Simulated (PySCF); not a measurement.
```xyz
2

Te    0.0000    0.0000   -0.1605
C     0.0000    0.0000    1.7375
```

Core potentials replace the inner electrons of Te.

Level of theory: PBE0/aug-cc-pVDZ(-PP), non-relativistic Hamiltonian with scalar-relativistic core potentials where named, at a bond length of 1.898 Å in PySCF 2.14.0.

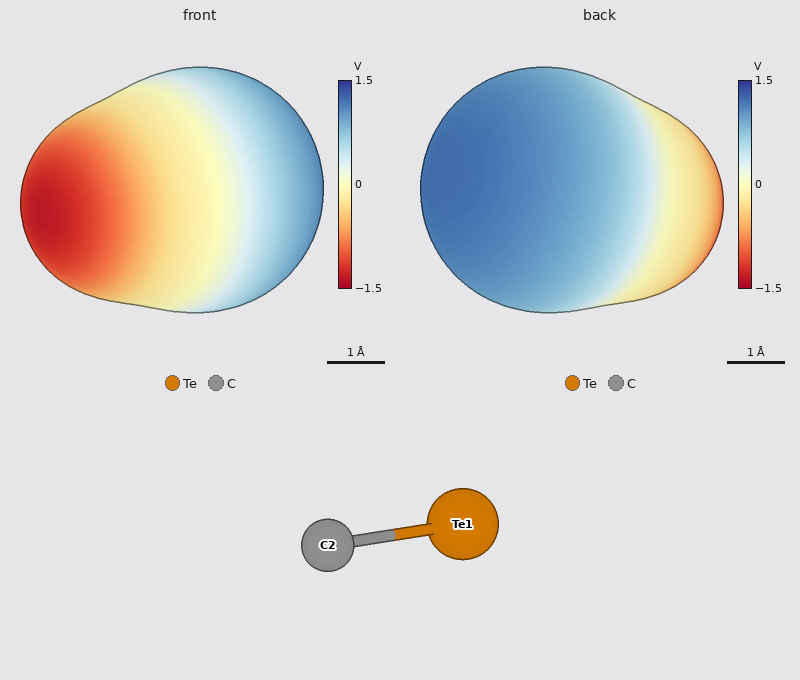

TeC. The electrostatic potential painted on the density surface at 0.002 e/bohr³, seen from the front and from behind; red is negative and blue positive. The bare structure is drawn below in the same view.

Where is the surface potential most negative and most positive?

The most negative region (about −1.3 V) lies over C2, the most positive (about +1.2 V) over Te1.
